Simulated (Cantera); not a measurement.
A closed system holds: 1 mol CCl4, 0.1 mol H2, 0.17 mol Si, at 0.0825 Torr.

Equilibrium computed with Cantera from the NASA thermochemical tables; the gas is ideal and each condensed phase is pure. Candidate condensed phases: C, C6H6, C7H8, C8H18, Si, SiC; 109 gas species. The tables' values for SiCl, SiCl3 are old estimates; treat these amounts as uncertain. The numbers say what is thermodynamically allowed, not how fast it happens.

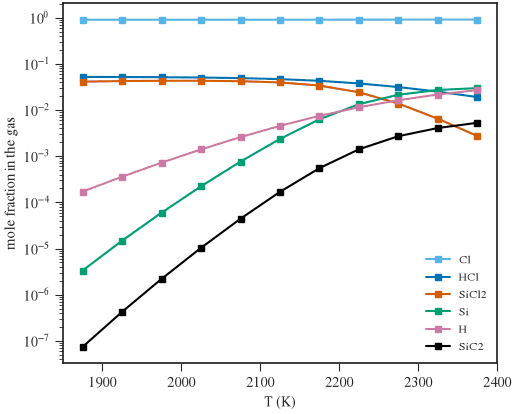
*Equilibrium gas composition (values under 1e-9 drawn at 1e-9)*

From 1875 K to 2375 K the condensed part is C(graphite). The main Si-bearing gas is SiCl2 at 1875 K and Si at 2375 K.
